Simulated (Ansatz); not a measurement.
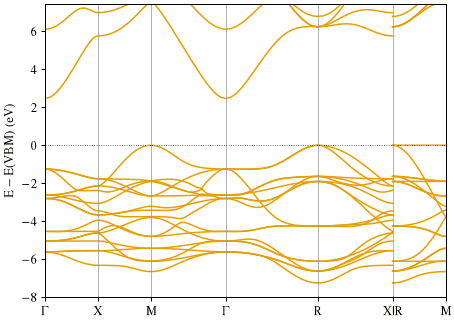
Figure. Band structure from LDA (plane waves, PAW; program Ansatz)

Problem. Read off the gap and where the band edges lie.

Solution. About 2.5 eV (2.46 eV by a search for the band edges); maximum on the R–M line, 92 % of the way from R, minimum at Γ.

The material is Mg₃ZnO₄ in space group Pm-3m (No. 221; Mg on 3c, Zn on 1a, O on 3d, O on 1b).

The workflow started from a Materials Project entry (that database holds measured and hypothetical structures alike); the Crystallography Open Database copy checked does not list it. With Mg and Zn taken as one species the cell has the higher symmetry Fm-3m, so it may be an ordered model of a mixed-site phase. Its standing as an ambient phase is unchecked. Symmetry was held in the LDA relaxation; phonons on a q-mesh show no instability.

Potentials: the later of the program's two PAW sets.
